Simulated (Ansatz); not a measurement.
**AgGeF3 (model cell, started as cubic perovskite with Ge in the octahedra): a soft mode frozen in**

Wanted: the energy along a soft mode of AgGeF3 (model cell, started as cubic perovskite with Ge in the octahedra) and the structure at the end.

Program: Ansatz 0.2.0. Level of theory: DFT PBEsol, scalar-relativistic, plane waves, PAW; PAW set soft_1. Results are calculated unless marked as measured.

The structure was built from a prototype and need not be the compound's stable phase.

## Step 1: The starting structure

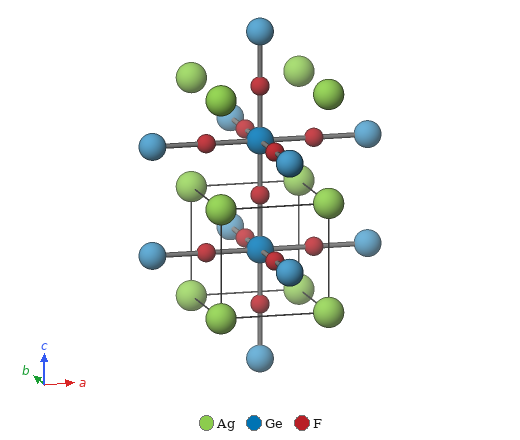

Start, viewed slightly off an axis; silver green, germanium blue, fluorine red. 1×1×2 cells are drawn. Some periodic images of atoms are drawn too.

Coordinates:

```cif
data_structure
_symmetry_space_group_name_H-M 'P 1'
_symmetry_Int_Tables_number 1
_cell_length_a 4.2640
_cell_length_b 4.2640
_cell_length_c 4.2640
_cell_angle_alpha 90.000
_cell_angle_beta 90.000
_cell_angle_gamma 90.000
_cell_volume 77.53
loop_
_atom_site_label
_atom_site_type_symbol
_atom_site_fract_x
_atom_site_fract_y
_atom_site_fract_z
_atom_site_occupancy
Ag1 Ag 0.00000 0.00000 0.00000 1
Ge2 Ge 0.50000 0.50000 0.50000 1
F3 F 0.50000 0.50000 0.00000 1
F4 F 0.50000 0.00000 0.50000 1
F5 F 0.00000 0.50000 0.50000 1
```

## Step 2: Phonons on a q mesh

The cell comes from relaxations at this level that are not shown. Stability and thermal properties need the whole zone. Linear response on a 4×4×4 q mesh gives force constants as far as a supercell of that size would.

input.yaml

```yaml
crystal:
  lattice:
    - [4.2639971677, 0.0, 0.0]
    - [0.0, 4.2639971677, 0.0]
    - [0.0, 0.0, 4.2639971677]
  atoms:
    - { symbol: Ag, position: [0.0, 0.0, 0.0] }
    - { symbol: Ge, position: [0.5, 0.5, 0.5] }
    - { symbol: F, position: [0.5, 0.5, 0.0] }
    - { symbol: F, position: [0.5, 0.0, 0.5] }
    - { symbol: F, position: [0.0, 0.5, 0.5] }
kpoints:
  mp_grid: { grid: [8, 8, 8] }
hamiltonian:
  xc: pbesol
  pseudopotentials: { kind: paw, azcp: { folder: soft_1 }, xc_functional: pbe }
scf:
  occupations: { method: methfessel_paxton, width: 0.2 }
output:
  eigenvalues: true
phonons:
  method: dfpt
  qmesh: [4, 4, 4]
  temperatures: { t_max: 1000, t_step: 50 }
  qpath:
    path:
      - [[0.0, 0.0, 0.0], [0.0, 0.5, 0.0], [0.5, 0.5, 0.0], [0.0, 0.0, 0.0], [0.5, 0.5, 0.5], [0.0, 0.5, 0.0]]
      - [[0.5, 0.5, 0.5], [0.5, 0.5, 0.0]]
    npoints: 10
```

Started as:

```console
ansatz run input.yaml --threads 4 --pin off --max-ram 16384MiB --backend cpu --events-out ev --progress --plain --runs-dir out
```

Numbers of over 12 decimals in the logs are rounded to 6 here.

The program printed:

```text
Engine: ansatz 0.2.0, aarch64-unknown-linux-gnu
Pseudopotentials: kind: paw
Pseudopotential: Ag, paw, valence charge 19, recommended cutoff 420 eV (normal), soft_1/Ag.paw.azcp
Pseudopotential: Ge, paw, valence charge 14, recommended cutoff 420 eV (normal), soft_1/Ge.paw.azcp
Pseudopotential: F, paw, valence charge 7, recommended cutoff 420 eV (normal), soft_1/F.paw.azcp
Functional definition: PBEsol
  exchange = pbesol_x
  correlation = pbesol_c
Crystal: 5 atoms, lattice volume = 77.527 Å³
Basis set: ecut = 420 eV, 1503 PW (Γ), exchange–correlation on 60×60×60 points (8 copies of the dense FFT grid, shifted against one another)
Bands: 33, of which v1, the nominal top of the filled ones, is band 27 counted from 1 (26 counted from 0)
Symmetry: 48 space group operations
k-points: 35 of 512
Non-local potential: Ag, projectors of the file, l = 0: 3, l = 1: 2, l = 2: 2, l = 3: 1
Non-local potential: Ge, projectors of the file, l = 0: 2, l = 1: 2, l = 2: 3, l = 3: 1
Non-local potential: F, projectors of the file, l = 0: 2, l = 1: 2, l = 2: 1
PAW form: soft (Blöchl's): semilocal exchange-correlation on the pseudo side does not see the compensation charge
PAW frozen core: Ag, regenerated for the run's functional, and the local potential with it (the file was generated under x = pbe(κ = 0.804, μ = 0.219515), c = pbe(β = 0.066725))
PAW frozen core: Ge, regenerated for the run's functional, and the local potential with it (the file was generated under x = pbe(κ = 0.804, μ = 0.219515), c = pbe(β = 0.066725))
PAW frozen core: F, regenerated for the run's functional, and the local potential with it (the file was generated under x = pbe(κ = 0.804, μ = 0.219515), c = pbe(β = 0.066725))
PAW one-centre angular grid: Ag, 590 points (default); XC on 64 Gauss nodes
PAW one-centre angular grid: Ge, 590 points (default); XC on 64 Gauss nodes
PAW one-centre angular grid: F, 110 points (default); XC on 64 Gauss nodes
Initial density: superposition of atomic densities (chi_scale 0.1, normalization cell, long waves kept (reshape's long-wave potential 0.10 eV rms))
Initial wavefunctions: pseudopotential atomic-orbital guess
Functional: x = pbesol(κ = 0.804, μ = 0.123457), c = pbesol(β = 0.046)
SCF iter   1: F=—  HF=-14184.083028 eV  |F-HF|=—  |Δ(HF+E_count)|=         —  Δρ=2.14e-1  dr2=3.44e1  ethr=3.10e-3  ⟨swp⟩=5.1  Hψ=4193  notcnv=0
preconditioner: auto → LDOS  [metal: Δε(μ)=0.026 eV  Ē_g=17.234 eV  σ=0.200 eV  W_gap=0.11  n_scr=26 (ndim 8)  ℏωp=28.6 eV  f_vac=0.037  D(μ)=2.58/eV (n_scr^D=18)  β→1.0]
SCF iter   2: F=—  HF=-14177.868685 eV  |F-HF|=—  |Δ(HF+E_count)|=    6.21e0  S|Δr|=    0.00e0  Δρ=1.22e-1  dr2=6.55e0  ethr=3.10e-3  ⟨swp⟩=3.5  Hψ=2948  notcnv=0  defer=42
SCF iter   3: F=—  HF=-14175.877873 eV  |F-HF|=—  |Δ(HF+E_count)|=    1.99e0  S|Δr|=    0.00e0  Δρ=3.52e-2  dr2=8.56e-1  ethr=3.10e-3  ⟨swp⟩=2.7  Hψ=2604  notcnv=0  defer=38
SCF iter   4: F=—  HF=-14175.633581 eV  |F-HF|=—  |Δ(HF+E_count)|=   2.44e-1  S|Δr|=    0.00e0  Δρ=1.49e-2  dr2=1.10e-1  ethr=1.59e-3  ⟨swp⟩=2.2  Hψ=2523  notcnv=0  defer=40
SCF iter   5: F=—  HF=-14175.623871 eV  |F-HF|=—  |Δ(HF+E_count)|=   9.71e-3  S|Δr|=    0.00e0  Δρ=4.75e-3  dr2=1.30e-2  ethr=2.04e-4  ⟨swp⟩=2.1  Hψ=2320  notcnv=0  defer=40
SCF iter   6: F=—  HF=-14175.622963 eV  |F-HF|=—  |Δ(HF+E_count)|=   9.08e-4  S|Δr|=    0.00e0  Δρ=9.21e-4  dr2=5.74e-4  ethr=2.41e-5  ⟨swp⟩=2.0  Hψ=2030  notcnv=0  defer=40
SCF iter   7: F=—  HF=-14175.622875 eV  |F-HF|=—  |Δ(HF+E_count)|=   8.78e-5  S|Δr|=    0.00e0  Δρ=2.18e-4  dr2=2.85e-5  ethr=1.06e-6  ⟨swp⟩=2.1  Hψ=1855  notcnv=0  defer=40
SCF iter   8: F=—  HF=-14175.622834 eV  |F-HF|=—  |Δ(HF+E_count)|=   4.06e-5  S|Δr|=    0.00e0  Δρ=2.71e-5  dr2=6.86e-7  ethr=5.28e-8  ⟨swp⟩=2.0  Hψ=1874  notcnv=0  defer=40
SCF iter   9: F=—  HF=-14175.622847 eV  |F-HF|=—  |Δ(HF+E_count)|=   1.27e-5  S|Δr|=    0.00e0  Δρ=2.25e-6  dr2=2.26e-9  ethr=1.27e-9  ⟨swp⟩=2.3  Hψ=1834  notcnv=0  defer=40
SCF iter  10: F=—  HF=-14175.622847 eV  |F-HF|=—  |Δ(HF+E_count)|=   1.49e-9  S|Δr|=    0.00e0  Δρ=3.37e-7  dr2=6.96e-11  ethr=4.18e-12  ⟨swp⟩=2.0  Hψ=2054  notcnv=0  defer=40
SCF iter  11: F=-14175.622847 eV  HF=-14175.622847 eV  |F-HF|=3.64e-12  |Δ(HF+E_count)|=  3.64e-12  S|Δr|=    0.00e0  Δρ=3.41e-8  dr2=8.45e-13  ethr=1.00e-12  ⟨swp⟩=11.5  Hψ=5799  notcnv=0
SCF 1 converged in 11 iterations: F = -14175.622847 eV  dr2 = 8.45e-13
  greatest PAW one-centre occupation: 1.000 electrons in one spin orbital (limit 2), on the Ag atom at site 0 (counted from 0), in its partial waves of l = 0
Initial density: read from a saved state, or passed on in memory by an earlier SCF of this step, an earlier step, the calling program or the single point that the run made first
iter 1 solved again at ethr=9.70e-8 eV; its pass at ethr=3.10e-3 eV (dr2=5.24e-5 eV) is discarded
SCF iter   1: F=—  HF=-14175.622850 eV  |F-HF|=—  |Δ(HF+E_count)|=         —  Δρ=2.96e-7  dr2=1.98e-11  ethr=9.70e-8  ⟨swp⟩=3.0  Hψ=6949  notcnv=0
eigensolver tolerance schedule: the retry pair's looser diagonalisation over-reported the residual by 2639542.66 of it (diagonalisation noise at an unbounded share of the residual, at the tolerance the schedule requests for it); recorded, not acted on — ethr = c·dr2/N_el stays at c = 1.0e-1
preconditioner: auto → Kerker (q_TF=auto, 2.569 Å⁻¹)  [metal: Δε(μ)=0.091 eV  Ē_g=16.472 eV  σ=0.200 eV  W_gap=0.38  n_scr=26 (ndim 8)  ℏωp=28.6 eV  f_vac=0.059  D(μ)=0.42/eV (n_scr^D=0)]
SCF iter   2: F=—  HF=-14175.622847 eV  |F-HF|=—  |Δ(HF+E_count)|=   2.44e-6  S|Δr|=    0.00e0  Δρ=1.60e-7  dr2=8.04e-12  ethr=1.00e-12  ⟨swp⟩=3.9  Hψ=5322  notcnv=0
SCF iter   3: F=-14175.622847 eV  HF=-14175.622847 eV  |F-HF|=7.28e-12  |Δ(HF+E_count)|=  3.64e-12  S|Δr|=    0.00e0  Δρ=9.24e-8  dr2=2.16e-12  ethr=1.00e-12  ⟨swp⟩=1.0  Hψ=2450  notcnv=0
SCF 2 converged in 3 iterations: F = -14175.622847 eV  dr2 = 2.16e-12
phonons: the bands overlap, so this run is a metal and interpolates without the dipole-dipole term. If the crystal is really an insulator or semiconductor, its LO-TO splitting is missing
NSCF: frozen V_eff on 35 k-points
NSCF: frozen V_eff on 125 k-points
DFPT response loops at q = (0, 0, 0) (fractional): preconditioner auto → Kerker (q_TF=auto, 2.569 Å⁻¹) (partly filled bands, converged f_vac=0.059); β = 1.00, the filter's whole step (`scf.mixing.beta` (0.50) is not read by the response loops under this deck's `scf.mixing.preconditioner`; to damp them name `kerker` or `kerker_dos`, under which they read `scf.mixing.beta`, and type it under 1.00, their step now; both keys bind the ground state too); Broyden in place of MSR1
NSCF: frozen V_eff on 400 k-points
DFPT response loops at q = (0, 0, 0.25) (fractional): mixed as the last ones told, above
NSCF: frozen V_eff on 250 k-points
DFPT response loops at q = (0, 0, -0.5) (fractional): mixed as the last ones told, above
NSCF: frozen V_eff on 640 k-points
DFPT response loops at q = (0, 0.25, 0.25) (fractional): mixed as the last ones told, above
NSCF: frozen V_eff on 400 k-points
DFPT response loops at q = (0, 0.25, -0.5) (fractional): mixed as the last ones told, above
NSCF: frozen V_eff on 250 k-points
DFPT response loops at q = (0, -0.5, -0.5) (fractional): mixed as the last ones told, above
NSCF: frozen V_eff on 1024 k-points
DFPT response loops at q = (0.25, 0.25, 0.25) (fractional): mixed as the last ones told, above
NSCF: frozen V_eff on 640 k-points
DFPT response loops at q = (0.25, 0.25, -0.5) (fractional): mixed as the last ones told, above
NSCF: frozen V_eff on 400 k-points
DFPT response loops at q = (0.25, -0.5, -0.5) (fractional): mixed as the last ones told, above
NSCF: frozen V_eff on 250 k-points
DFPT response loops at q = (-0.5, -0.5, -0.5) (fractional): mixed as the last ones told, above
SCF converged after 11 iterations
Stability not checked: this state was not tested for a lower state beside it, because cold or Methfessel-Paxton smearing, or corrected tetrahedra, fill the levels in a way that the test cannot read (fill_not_monotonic; see scf.lower_state_search)
Free energy (F): -14175.622847 eV
Harris-Foulkes:  -14175.622847 eV  (|F-HF|=3.64e-12)
Internal energy: -14175.625374 eV  (E = F + TS)
E sigma→0 (E₀):  -14175.623479 eV
Entropy (-TS):   0.002527 eV (0.505 meV/atom)
Fermi energy:    7.438253 eV
--- Per-component energies (eV) ---
  E_band       = -652.131879
  E_kinetic    = 1148.905615
  E_local      = -6587.722434  (includes V_loc(G=0)·N_el)
  E_nonlocal   = 512.688931
  E_hartree    = 2913.098541
  E_xc         = -453.201625
  E_vxc        = -554.424781  (∫ρ·V_xc dr)
  E_paw        = -6448.323877  (= ΣΔE_a)
  E_vpaw       = -997.778604  (= ΣTr[D̂ρ^β])
  E_aug_tail   = 0.002313  (compensation charges beyond the density's cutoff)
  E_ewald      = -5262.440842
  E_core_change = 1.368006  (= ΣΔE_core)
  E_smearing   = 0.002527  (= −TS)
  E_closure    = 0.000000  (closes the sum)
  Σ components = -14175.622847   (vs F -14175.622847, Δ=0.00e0)
--- Band table (eV; the first three rows and the last of 35) ---
  k-point 0: bands = [... 23 lower, 3.4660, 3.6188, 3.6188, 3.6188, 6.8526, 13.6854, 13.6854, 13.6854, ... 2 higher]
  k-point 1: bands = [... 23 lower, 3.5492, 3.6204, 3.6830, 3.6830, 7.0311, 13.1912, 13.7015, 13.7015, ... 2 higher]
  k-point 2: bands = [... 23 lower, 3.7107, 3.8206, 3.8206, 3.9772, 7.4865, 12.2265, 13.7589, 13.7589, ... 2 higher]
  k-point 34: bands = [... 23 lower, 3.5355, 3.7252, 3.7252, 8.4998, 8.5914, 10.4562, 10.4562, 10.4562, ... 2 higher]
--- Phonons (Γ-DFPT): 4 representative perturbations + reference (Σ response iterations 13) ---
  ASR residual: 2.046e-5 → 0.000e0 eV/Å²; symmetrization residual: 7.723e-6 eV/Å²
  ASR residual per site (eV/Å²): 2.87e-6 1.89e-6 2.05e-5 2.05e-5 2.05e-5
  Γ frequencies (cm⁻¹): -189.93 -189.93 -189.93 -79.26 -79.26 -79.26 -76.32 -76.32 -76.32 0.00 0.00 0.00 122.23 122.23 122.23
--- Phonons (arbitrary-q DFPT): 10 irreducible q on the 4×4×4 mesh ---
  q = [0.0000, 0.0000, 0.0000] (star 1, of the zone-centre solve; hermiticity 7.49e-6, symmetrization 2.58e-11): -189.93 -189.93 -189.93 -79.26 -79.26 -79.26 -76.32 -76.32 -76.32 -0.00 -0.00 0.00 122.23 122.23 122.23
  q = [0.0000, 0.0000, 0.2500] (star 6, 9 solved perturbations in 1560 linear systems a pass and spin channel, the states on 200 of 512 k-point pairs; hermiticity 1.68e-6, symmetrization 7.96e-12): -187.43 -187.43 -108.01 -76.47 -76.47 -73.83 -73.83 -71.03 19.30 19.30 22.70 114.42 114.42 162.11 226.79
  q = [0.0000, 0.0000, -0.5000] (star 3, 9 solved perturbations in 975 linear systems a pass and spin channel, the states on 125 of 512 k-point pairs; hermiticity 5.46e-7, symmetrization 2.80e-12): -185.51 -185.51 -105.06 -75.12 -75.12 -70.61 -70.61 -62.59 24.72 43.14 43.14 102.43 102.43 227.36 325.50
  q = [0.0000, 0.2500, 0.2500] (star 12, 9 solved perturbations in 2460 linear systems a pass and spin channel, the states on 320 of 512 k-point pairs; hermiticity 1.39e-6, symmetrization 5.58e-13): -184.20 -114.81 -106.87 -88.36 -74.08 -69.28 -53.56 -25.33 7.11 74.38 107.12 149.66 167.58 224.67 235.16
  q = [0.0000, 0.2500, -0.5000] (star 12, 15 solved perturbations on 200 of 512 k-point pairs; hermiticity 5.62e-7, symmetrization 8.79e-14): -181.47 -122.21 -94.88 -84.88 -69.99 -66.26 -39.99 -31.88 21.90 96.47 103.08 159.57 228.06 229.08 326.30
  q = [0.0000, -0.5000, -0.5000] (star 3, 9 solved perturbations in 975 linear systems a pass and spin channel, the states on 125 of 512 k-point pairs; hermiticity 1.33e-6, symmetrization 1.20e-12): -177.88 -134.56 -89.33 -89.33 -57.88 -57.88 -41.27 10.33 10.33 88.29 134.28 224.33 224.33 322.55 343.04
  q = [0.2500, 0.2500, 0.2500] (star 8, 4 solved perturbations in 1376 linear systems a pass and spin channel, the states on 512 of 512 k-point pairs; hermiticity 3.96e-7, symmetrization 1.40e-12): -116.50 -116.50 -110.86 -60.93 -60.93 -54.35 -28.44 82.88 82.88 148.62 164.60 164.60 222.54 222.54 250.99
  q = [0.2500, 0.2500, -0.5000] (star 12, 9 solved perturbations in 2460 linear systems a pass and spin channel, the states on 320 of 512 k-point pairs; hermiticity 4.05e-7, symmetrization 2.49e-12): -124.28 -120.76 -115.72 -61.84 -61.28 -45.79 72.11 96.06 114.44 159.36 161.94 220.01 225.24 245.47 331.26
  q = [0.2500, -0.5000, -0.5000] (star 6, 9 solved perturbations in 1560 linear systems a pass and spin channel, the states on 200 of 512 k-point pairs; hermiticity 1.46e-6, symmetrization 4.38e-13): -135.82 -123.67 -123.67 -62.52 -62.52 -53.66 108.82 108.82 136.72 156.95 219.69 219.69 226.07 322.09 327.36
  q = [-0.5000, -0.5000, -0.5000] (star 1, 4 solved perturbations in 350 linear systems a pass and spin channel, the states on 125 of 512 k-point pairs; hermiticity 6.60e-7, symmetrization 3.02e-12): -137.10 -137.10 -137.10 -62.38 -62.38 -62.38 139.50 139.50 139.50 213.48 213.48 213.48 216.16 321.26 321.26
  sum rule: each row above includes the acoustic sum rule's correction from the zone centre's row sums; it moved no ω² by more than (0.54 cm⁻¹)²
  mesh force constants: q→R imaginary residual 1.26e-18; ASR residual 2.046e-5 → 0.000e0 eV/Å²; symmetrization residual 2.220e-15 eV/Å²
  interpolated dispersion: 62 rows × 15 modes
  density of states and harmonic sums: on the 16×16×16 q-mesh, interpolated from the force constants of a 4×4×4 supercell (no non-analytic term)
  largest difference from the sums on the solved wave vectors: F 1.12e-2 eV, S 1.61e-5 and C_V 1.77e-5 eV/K
  zero-point energy: 0.076095 eV/cell   skipped modes (ω ≤ 0): 1211, of them read as no rigid motion or as one in doubt: 1208 (7.239e0 modes/cell left out, lowest -189.93 cm⁻¹)   left out of the sums: 4.83e-1 of the cell's modes: C_V's classical limit lies that fraction below 3 k_B per atom; for a crystal, a wire or a layer, F and S can be off by more, and a phonons.interpolated_qmesh denser along its periods is the remedy for the sampling
```

It took 16 min on 4 threads of Arm Neoverse V2, shared host; peak memory 2.8 GiB; 64 min of CPU time.

The column dr2 measures how far the density is from self-consistency, as an energy; F and HF (Harris–Foulkes) agree once it is small.

Numbers from this step:

```
volume per atom                                         : 15.51 Å³
gap on the k-mesh                                       : 0 eV
sum-rule residual before enforcement                    : 2.05e-5 eV/Å²
lowest frequency on the path                            : -189.9 cm⁻¹
point group                                             : m-3m
highest frequency on the path or at a solved wavevector : 344.4 cm⁻¹
highest optical mode at the zone centre (no LO-TO term) : 122.2 cm⁻¹
lowest optical zone-centre mode                         : -189.9 cm⁻¹
lowest mode on the q mesh (acoustic modes at Γ apart)   : -189.9 cm⁻¹
```

Frequencies (cm⁻¹) solved at each irreducible wavevector; negative means imaginary. Frequencies by wavevector, by row:

```
q in reciprocal lattice units  star  mode 1  mode 2  mode 3  mode 4  mode 13  mode 14  mode 15
                        0 0 0     1  -189.9  -189.9  -189.9   -79.3    122.2    122.2    122.2
                     0 0 0.25     6  -187.4  -187.4    -108   -76.5    114.4    162.1    226.8
                     0 0 -0.5     3  -185.5  -185.5  -105.1   -75.1    102.4    227.4    325.5
                  0 0.25 0.25    12  -184.2  -114.8  -106.9   -88.4    167.6    224.7    235.2
                  0 0.25 -0.5    12  -181.5  -122.2   -94.9   -84.9    228.1    229.1    326.3
                  0 -0.5 -0.5     3  -177.9  -134.6   -89.3   -89.3    224.3    322.6      343
               0.25 0.25 0.25     8  -116.5  -116.5  -110.9   -60.9    222.5    222.5      251
               0.25 0.25 -0.5    12  -124.3  -120.8  -115.7   -61.8    225.2    245.5    331.3
               0.25 -0.5 -0.5     6  -135.8  -123.7  -123.7   -62.5    226.1    322.1    327.4
               -0.5 -0.5 -0.5     1  -137.1  -137.1  -137.1   -62.4    216.2    321.3    321.3
```

Interpolated from a 4×4×4 q mesh. Phonon branches along the path, in cm⁻¹:

```
    point  branch 1  branch 2  branch 3  branch 4  branch 12  branch 13  branch 14  branch 15
        Γ      -190      -190      -190       -79          0        122        122        122
        X      -186      -186      -105       -75        102        102        227        326
        M      -178      -135       -89       -89        224        224        322        343
        Γ      -190      -190      -190       -79          0        122        122        122
        R      -137      -137      -137       -62        214        216        321        321
        X      -186      -186      -105       -75        102        102        227        326
jump to R      -137      -137      -137       -62        214        216        321        321
        M      -178      -135       -89       -89        224        224        322        343
```

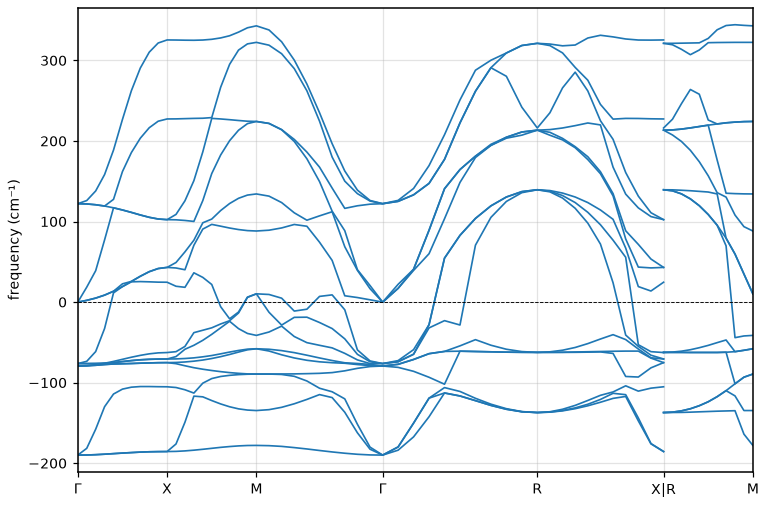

Phonon branches along the path.

Symmetry leaves 10 wavevectors to solve. The lowest mode among them, the acoustic zeros apart, lies at Γ and is imaginary, 189.9i cm⁻¹, so the energy falls along it.

(Continued in part 2 of 3.)

[Logs are printed without paths, hosts, clocks, repeated set-up lines and the standing remarks that a program may print on its own settings, such as how far it seeks lower states.]

[Hosts, paths, dates, database ids (printed as entryN), source tags and the programs' standing remarks are cut or masked in the printed files.]
